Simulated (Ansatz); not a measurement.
# AlPNH (triplet): wave-function methods side by side at a displaced geometry (v1), cc-pVDZ

How much of the correlation energy of AlPNH (triplet) does each wave-function method recover here?

Program: Ansatz 0.2.0, Gaussian basis. Level of theory: cc-pVDZ, core rule «outside noble gas», up to 11 orbitals frozen. These are calculated values, not measurements.

Plan: UHF; CCSD(T) on ROHF; CCSD(T) on UHF; BCCD(T) on ROHF; CISD as a restricted active space (open shells left free, so some higher excitations enter); CCSDT(Q) on ROHF; CCSDT(Q) on UHF.

28 further runs of the same task are left out: 6 for a known fault of the program, 8 that didn't finish, 14 set aside as unsound or not needed. Runs told in other sessions of the task aren't counted.

## (1) The geometry

The geometry is a PBE0/def2-TZVP stationary point (not a proven minimum) with its atoms shifted at random (size 0.040 Å).

4 atoms, charge 0, spin multiplicity 3.

Atoms are counted from 1 here; the program's logs count them from 0.

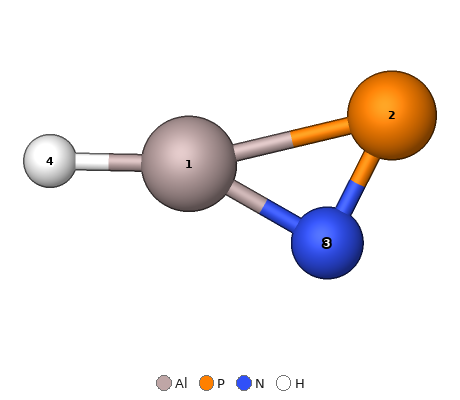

The structure; aluminium light grey, phosphorus orange, nitrogen blue, hydrogen white; atoms are numbered from 1 in the order of the file.

In the tables R marks a restricted open-shell determinant and U an unrestricted one; energies count from the table's Hartree-Fock row.

## (2) UHF

Contents of in.yaml:

```yaml
crystal:
  periodic: [false, false, false]
  atoms:
    - {symbol: Al, position_ang: [-0.007925, 0.177528, 1.215787]}
    - {symbol: P, position_ang: [-0.008758, 0.271935, -1.094741]}
    - {symbol: N, position_ang: [0.039206, -0.979279, -0.116834]}
    - {symbol: H, position_ang: [-0.063571, 0.499671, 2.719330]}
basis:
  gaussian: {orbitals: cc-pVDZ}
magnetization: {spin_polarized: true, initial_magnetization: 2}
hamiltonian: {xc: hf}
output: {orbitals: {seedname: orbitals}}
```

Started as:

```bash
> ansatz run in.yaml --threads 1 --pin off --events-out ev --progress --plain --max-ram 2393MiB
```

What it wrote:

```text
Functional definition: HF
  name "HF"
  cite "Fock, Z. Phys. 61, 126 (1930) doi:10.1007/BF01340294"
  parent pbe
  exchange = exact_x
  correlation = 0
552 factors; integrals over basis functions are off by at most 9.9e-4 eV
mean field evaluation 1: about -17346.4228 eV, gradient 2.6e1 eV
mean field evaluation 2: about -17346.4304 eV, gradient 2.6e1 eV
mean field evaluation 4: about -17350.1690 eV, gradient 2.5e0 eV
mean field evaluation 8: about -17350.3021 eV, gradient 1.9e-1 eV
mean field evaluation 16: about -17347.5302 eV, gradient 2.0e0 eV
mean field evaluation 32: about -17348.0470 eV, gradient 6.3e0 eV
mean field -17350.30494182 eV, -637.6119461527 hartree, gradient 1.1e-5 eV, S^2 2.073097; 2 other end points of the search recorded, 0 dependent functions left out
reference -17350.30494182 eV, -637.6119461527 hartree; 19, 17 occupied and 36, 38 virtual orbitals, 552 factors
Total energy: -17350.30494182 eV, -637.6119461527 hartree
```

Run time: 1.1 s. Hardware: 1 thread of Arm Neoverse V1, shared host.

From the report: ⟨S²⟩ of the determinant 2.073 (pure triplet: 2.00).

## (3) CCSD(T) on ROHF

Edit in.yaml of step 2 so:

```diff
@@ -9,4 +9,4 @@
   gaussian: {orbitals: cc-pVDZ}
-magnetization: {spin_polarized: true, initial_magnetization: 2}
-hamiltonian: {xc: hf}
-output: {orbitals: {seedname: orbitals}}
+magnetization: {spin_polarized: false, initial_magnetization: 2}
+correlation: {method: ccsd_t, electrons: outside_noble_gas}
+output: {forces: true}
```

The command is unchanged.

What it wrote, cut to the lines that bear on the results:

```text
Functional definition: HF
  name "HF"
  cite "Fock, Z. Phys. 61, 126 (1930) doi:10.1007/BF01340294"
  parent pbe
[...]
552 factors; integrals over basis functions are off by at most 9.9e-4 eV
[...]
mean field -17349.91765716 eV, -637.5977137039 hartree, gradient 1.6e-6 eV, S^2 2.000000; 6 other end points of the search recorded, 0 dependent functions left out
[...]
determinant -17349.91765716 eV, -637.5977137039 hartree, with singles and doubles -17359.27501877 eV, -637.9415904004 hartree
determinant -17348.70966044 eV, -637.5533206433 hartree, with singles and doubles -17358.16791170 eV, -637.9009049662 hartree
determinant -17348.19353750 eV, -637.5343534754 hartree, with singles and doubles -17357.89809253 eV, -637.8909892944 hartree
determinant -17347.33015851 eV, -637.5026248825 hartree, with singles and doubles -17355.85054776 eV, -637.8157434123 hartree
11 core orbitals not correlated: weight in the atoms' cores, before any rotation towards them, 1.000 or more for the frozen orbitals, at most 0.000 for the correlated occupied ones
reference -17349.91765716 eV, -637.5977137039 hartree; 8, 6 occupied and 36, 38 virtual orbitals, 552 factors
second order -8.73408832 eV of doubles, -0.17402833 eV of singles
cycle   1  -9.35694560 eV  change    4.2e-4 eV  update   1.5e-3
[...]
cycle  16  -9.35699605 eV  change    8.0e-7 eV  update   7.4e-7
perturbative correction -0.41250984 eV, -0.0151594571 hartree
[...]
Total energy: -17359.68716305 eV, -637.9567364236 hartree
Atom 0 at    -0.007925     0.177528     1.215787 Å, force    -0.044620     0.360231     0.437896 eV/Å
Atom 1 at    -0.008758     0.271935    -1.094741 Å, force    -0.116690     3.398087    -3.170823 eV/Å
Atom 2 at     0.039206    -0.979279    -0.116834 Å, force     0.151647    -3.791066     2.252359 eV/Å
Atom 3 at    -0.063571     0.499671     2.719330 Å, force     0.009663     0.032749     0.480567 eV/Å
Dipole moment:    -0.002013     0.265606     0.542294 e Å
```

Wall time 12 s (1 thread of Arm Neoverse V1, shared host).

From the report: correlation -9.7695 eV; T1 0.027; largest double amplitude 0.04.

## (4) CCSD(T) on UHF

Edit in.yaml of step 3 so:

```diff
@@ -9,3 +9,3 @@
   gaussian: {orbitals: cc-pVDZ}
-magnetization: {spin_polarized: false, initial_magnetization: 2}
+magnetization: {spin_polarized: true, initial_magnetization: 2}
 correlation: {method: ccsd_t, electrons: outside_noble_gas}
```

Same command.

What it wrote, cut to the lines that bear on the results:

```text
Functional definition: HF
  name "HF"
  cite "Fock, Z. Phys. 61, 126 (1930) doi:10.1007/BF01340294"
  parent pbe
[...]
552 factors; integrals over basis functions are off by at most 9.9e-4 eV
[...]
mean field -17350.30494182 eV, -637.6119461527 hartree, gradient 3.5e-6 eV, S^2 2.073097; 4 other end points of the search recorded, 0 dependent functions left out
determinant -17350.30494182 eV, -637.6119461527 hartree, with singles and doubles -17359.29461254 eV, -637.9423104582 hartree
determinant -17348.90527428 eV, -637.5605093193 hartree, with singles and doubles -17358.17713941 eV, -637.9012440783 hartree
determinant -17348.49442124 eV, -637.5454107488 hartree, with singles and doubles -17357.90617212 eV, -637.8912862139 hartree
11 core orbitals not correlated: weight in the atoms' cores, before any rotation towards them, 1.000 or more for the frozen orbitals, at most 0.000 for the correlated occupied ones
reference -17350.30494182 eV, -637.6119461527 hartree; 8, 6 occupied and 36, 38 virtual orbitals, 552 factors
second order -8.23962735 eV of doubles, -0.00000000 eV of singles
cycle   1  -8.99073395 eV  change   -1.1e-3 eV  update   4.4e-3
[...]
cycle  17  -8.99561817 eV  change    8.5e-7 eV  update   6.1e-7
perturbative correction -0.37721310 eV, -0.0138623257 hartree
[...]
Total energy: -17359.67777309 eV, -637.9563913488 hartree
Atom 0 at    -0.007925     0.177528     1.215787 Å, force    -0.045189     0.353592     0.424962 eV/Å
Atom 1 at    -0.008758     0.271935    -1.094741 Å, force    -0.115973     3.383880    -3.151077 eV/Å
Atom 2 at     0.039206    -0.979279    -0.116834 Å, force     0.151079    -3.771522     2.246224 eV/Å
Atom 3 at    -0.063571     0.499671     2.719330 Å, force     0.010083     0.034051     0.479891 eV/Å
Dipole moment:    -0.002002     0.267618     0.545068 e Å
```

Wall time 11 s (1 thread of Arm Neoverse V1, shared host).

From the report: ⟨S²⟩ of the determinant 2.073 (pure triplet: 2.00); correlation -9.3728 eV; T1 0.030; largest double amplitude 0.04.

## (5) BCCD(T) on ROHF

Edit in.yaml of step 4 so:

```diff
@@ -9,4 +9,3 @@
   gaussian: {orbitals: cc-pVDZ}
-magnetization: {spin_polarized: true, initial_magnetization: 2}
-correlation: {method: ccsd_t, electrons: outside_noble_gas}
-output: {forces: true}
+magnetization: {spin_polarized: false, initial_magnetization: 2}
+correlation: {method: bccd_t, electrons: outside_noble_gas}
```

Launched as before.

What it wrote, cut to the lines that bear on the results:

```text
Functional definition: HF
  name "HF"
  cite "Fock, Z. Phys. 61, 126 (1930) doi:10.1007/BF01340294"
  parent pbe
[...]
552 factors; integrals over basis functions are off by at most 9.9e-4 eV
[...]
mean field -17349.91765716 eV, -637.5977137039 hartree, gradient 1.6e-6 eV, S^2 2.000000; 6 other end points of the search recorded, 0 dependent functions left out
[...]
determinant -17349.91765716 eV, -637.5977137039 hartree, with singles and doubles -17359.27501877 eV, -637.9415904004 hartree
determinant -17348.70966044 eV, -637.5533206433 hartree, with singles and doubles -17358.16791170 eV, -637.9009049662 hartree
determinant -17348.19353750 eV, -637.5343534754 hartree, with singles and doubles -17357.89809253 eV, -637.8909892944 hartree
determinant -17347.33015851 eV, -637.5026248825 hartree, with singles and doubles -17355.85054776 eV, -637.8157434123 hartree
11 core orbitals not correlated: weight in the atoms' cores, before any rotation towards them, 1.000 or more for the frozen orbitals, at most 0.000 for the correlated occupied ones
reference -17349.91765716 eV, -637.5977137039 hartree; 8, 6 occupied and 36, 38 virtual orbitals, 552 factors
second order -8.73408832 eV of doubles, -0.17402833 eV of singles
cycle   1  -9.33685769 eV  change    2.1e-2 eV  update   1.4e-2
[...]
cycle  12  -9.34414411 eV  change    1.1e-5 eV  update   1.7e-5
perturbative correction -0.42536968 eV, -0.0156320474 hartree
Total energy: -17359.68717094 eV, -637.9567367136 hartree
```

Wall time 7 s (1 thread of Arm Neoverse V1, shared host).

From the report: correlation -9.7695 eV; largest double amplitude 0.04.

## (6) CISD as a restricted active space (open shells left free, so some higher excitations enter)

Edit in.yaml of step 5 so:

```diff
@@ -10,2 +10,2 @@
 magnetization: {spin_polarized: false, initial_magnetization: 2}
-correlation: {method: bccd_t, electrons: outside_noble_gas}
+correlation: {active_space: {ras: {orbitals: [6, 2, 36], electrons: 14, max_holes: 2, max_particles: 2}, fixed_orbitals: true}}
```

The command is unchanged.

What it wrote:

```text
Functional definition: HF
  name "HF"
  cite "Fock, Z. Phys. 61, 126 (1930) doi:10.1007/BF01340294"
  parent pbe
  exchange = exact_x
  correlation = 0
552 factors; integrals over basis functions are off by at most 9.9e-4 eV
mean field evaluation 1: about -17346.2175 eV, gradient 3.5e1 eV
mean field evaluation 2: about -17346.2252 eV, gradient 3.5e1 eV
mean field evaluation 4: about -17349.8069 eV, gradient 4.7e0 eV
mean field evaluation 8: about -17349.9147 eV, gradient 2.3e-1 eV
mean field evaluation 16: about -17348.7090 eV, gradient 3.0e-1 eV
mean field -17349.91765716 eV, -637.5977137039 hartree, gradient 1.6e-6 eV, S^2 2.000000; 3 other end points of the search recorded, 0 dependent functions left out
reference -17349.91765716 eV, -637.5977137039 hartree; 19, 17 occupied and 36, 38 virtual orbitals, 552 factors
state -17358.29504920 eV, -637.9055771832 hartree
Total energy: -17358.29504920 eV, -637.9055771832 hartree
```

It took 8 s on 1 thread of Arm Neoverse V1, shared host.

From the report: 403,696 determinants.

## (7) CCSDT(Q) on ROHF

Edit in.yaml of step 6 so:

```diff
@@ -10,2 +10,2 @@
 magnetization: {spin_polarized: false, initial_magnetization: 2}
-correlation: {active_space: {ras: {orbitals: [6, 2, 36], electrons: 14, max_holes: 2, max_particles: 2}, fixed_orbitals: true}}
+correlation: {method: ccsdt_q, electrons: outside_noble_gas}
```

Launched as before.

What it wrote, cut to the lines that bear on the results:

```text
Functional definition: HF
  name "HF"
  cite "Fock, Z. Phys. 61, 126 (1930) doi:10.1007/BF01340294"
  parent pbe
[...]
1057 factors; integrals over basis functions are off by at most 1.5e-7 eV
[...]
mean field -17349.91781931 eV, -637.5977196631 hartree, gradient 2.4e-6 eV, S^2 2.000000; 6 other end points of the search recorded, 0 dependent functions left out
[...]
determinant -17349.91781931 eV, -637.5977196631 hartree, with singles and doubles -17359.27517796 eV, -637.9415962506 hartree
determinant -17348.70981855 eV, -637.5533264539 hartree, with singles and doubles -17358.16806932 eV, -637.9009107587 hartree
determinant -17348.19370267 eV, -637.5343595451 hartree, with singles and doubles -17357.89824892 eV, -637.8909950420 hartree
determinant -17347.33031688 eV, -637.5026307026 hartree, with singles and doubles -17355.85071449 eV, -637.8157495394 hartree
11 core orbitals not correlated: weight in the atoms' cores, before any rotation towards them, 1.000 or more for the frozen orbitals, at most 0.000 for the correlated occupied ones
reference -17349.91781931 eV, -637.5977196631 hartree; 8, 6 occupied and 36, 38 virtual orbitals, 1057 factors
second order -8.73410724 eV of doubles, -0.17402724 eV of singles
cycle   1  -8.88611150 eV  change    2.8e-2 eV  update   1.3e-1
[...]
cycle  25  -9.78927786 eV  change   -1.5e-6 eV  update   1.5e-6
perturbative correction -0.04354492 eV, -0.0016002462 hartree
Total energy: -17359.75064209 eV, -637.9590692353 hartree
```

Wall time 3.2 min (1 thread of Arm Neoverse V1, shared host); peak memory 1 GiB.

From the report: correlation -9.8328 eV; T1 0.028; largest double amplitude 0.05.

## (8) CCSDT(Q) on UHF

Edit in.yaml of step 7 so:

```diff
@@ -9,3 +9,3 @@
   gaussian: {orbitals: cc-pVDZ}
-magnetization: {spin_polarized: false, initial_magnetization: 2}
+magnetization: {spin_polarized: true, initial_magnetization: 2}
 correlation: {method: ccsdt_q, electrons: outside_noble_gas}
```

The command is unchanged.

What it wrote, cut to the lines that bear on the results:

```text
Functional definition: HF
  name "HF"
  cite "Fock, Z. Phys. 61, 126 (1930) doi:10.1007/BF01340294"
  parent pbe
[...]
1057 factors; integrals over basis functions are off by at most 1.5e-7 eV
[...]
mean field -17350.30510330 eV, -637.6119520872 hartree, gradient 2.8e-6 eV, S^2 2.073098; 4 other end points of the search recorded, 0 dependent functions left out
determinant -17350.30510330 eV, -637.6119520872 hartree, with singles and doubles -17359.29477160 eV, -637.9423163038 hartree
determinant -17348.90543263 eV, -637.5605151385 hartree, with singles and doubles -17358.17729740 eV, -637.9012498841 hartree
determinant -17348.49458156 eV, -637.5454166404 hartree, with singles and doubles -17357.90633021 eV, -637.8912920238 hartree
11 core orbitals not correlated: weight in the atoms' cores, before any rotation towards them, 1.000 or more for the frozen orbitals, at most 0.000 for the correlated occupied ones
reference -17350.30510330 eV, -637.6119520872 hartree; 8, 6 occupied and 36, 38 virtual orbitals, 1057 factors
second order -8.23964486 eV of doubles, -0.00000000 eV of singles
cycle   1  -8.51471776 eV  change   -2.8e-1 eV  update   1.2e-1
[...]
cycle  26  -9.40584029 eV  change    8.0e-7 eV  update   1.4e-6
perturbative correction -0.04422269 eV, -0.0016251540 hartree
Total energy: -17359.75516628 eV, -637.9592354962 hartree
```

It took 2.9 min on 1 thread of Arm Neoverse V1, shared host; peak memory 0.79 GiB.

From the report: ⟨S²⟩ of the determinant 2.073 (pure triplet: 2.00); correlation -9.4501 eV; T1 0.033; largest double amplitude 0.05.

## (9) Misses and costs

The yardstick is UCCSDT(Q), where the cluster series has nearly closed. Rows without a time are mean-field rows or come out of runs for another level: lower rungs of the coupled-cluster runs, or the Hartree-Fock search. The times of RCCSD(T), UCCSD(T) include forces.

| method | energy from the lowest ROHF (meV) | from UCCSDT(Q) (meV) | time |
| --- | --- | --- | --- |
| ROHF | 0.0 | +9837.5 |  |
| UHF | -387.3 | +9450.2 |  |
| RMP2 | -8908.1 | +929.4 |  |
| UMP2 | -8626.9 | +1210.6 |  |
| CISD | -8377.4 | +1460.1 | 8 s |
| RCCSD | -9357.0 | +480.5 |  |
| UCCSD | -9382.9 | +454.6 |  |
| RCCSD(T) | -9769.5 | +68.0 | 12 s |
| UCCSD(T) | -9760.1 | +77.4 | 11 s |
| BCCD(T) | -9769.5 | +68.0 | 7 s |
| RCCSDT | -9789.4 | +48.1 |  |
| UCCSDT | -9793.3 | +44.2 |  |
| RCCSDT(Q) | -9833.0 | +4.5 | 3.2 min |
| UCCSDT(Q) | -9837.5 | 0 | 2.9 min |

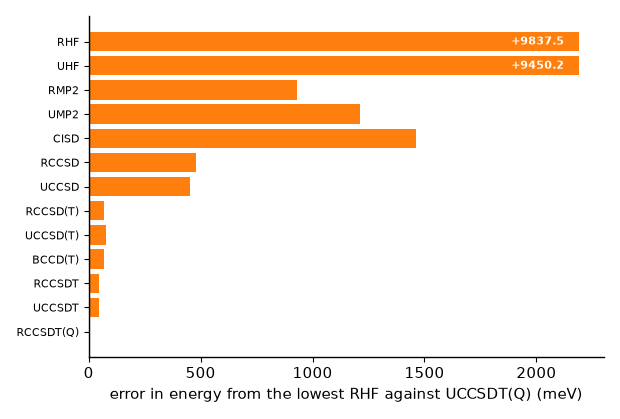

How far each level lands from UCCSDT(Q). Bars with a number in them are cut short.

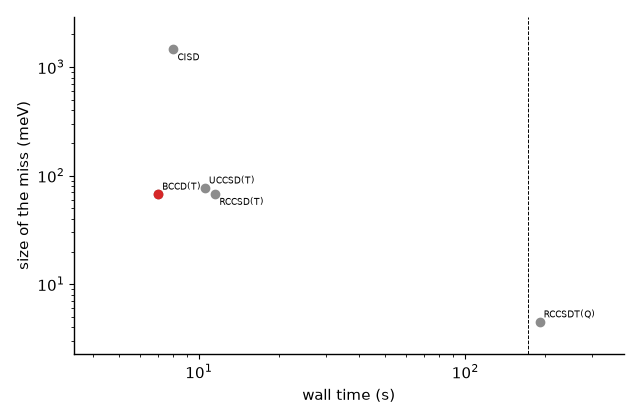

Miss against cost. Red marks the levels that no quicker level drawn beats (of those quicker than the yardstick), and the dashed line is the time of UCCSDT(Q). Times are from a shared host.

## (10) Results

| quantity | value |
| --- | --- |
| UCCSDT(Q) from the ROHF energy | -9.8375 eV |
| RMP2 from UCCSDT(Q) | +929.4 meV |
| UMP2 from UCCSDT(Q) | +1210.6 meV |
| RCCSD from UCCSDT(Q) | +480.5 meV |
| RCCSD(T) from UCCSDT(Q) | +68.0 meV |
| UCCSD(T) from UCCSDT(Q) | +77.4 meV |
| RCCSDT(Q) from UCCSDT(Q) | +4.5 meV |
| levels within 1 kcal/mol (43 meV) | RCCSDT(Q) |
| T1 diagnostic | 0.027 |

In words: RCCSD(T) misses by +68.0 meV, 0.7 % of the correlation energy. These misses are within one basis, not against nature; the frozen cores of restricted and unrestricted runs differ, which can shift their rows.

With open shells the CI space here admits some higher excitations, so it is larger than plain CISD.

For cost: BCCD(T) gets within 68.0 meV in 7 s, where UCCSDT(Q) took 2.9 min.
